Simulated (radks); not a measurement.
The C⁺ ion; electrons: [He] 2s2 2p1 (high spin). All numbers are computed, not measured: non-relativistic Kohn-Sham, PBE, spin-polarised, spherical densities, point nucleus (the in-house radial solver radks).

```
Z 6
configuration [He] 2s2 2p1
relativity non-relativistic
functional pbe,pbe
spin polarised
nucleus point
```

Wanted: the radial spin density.

The curve integrates to 1 unpaired electron, held by 2p (+1). Its largest value, 0.639 electrons/bohr, lies near r = 1.1 bohr. Regions of the opposite sign are negligible. At the nucleus the spin density is −0.0227 bohr⁻³.

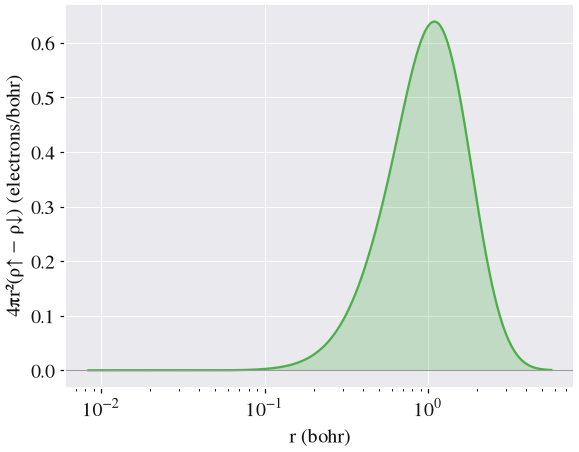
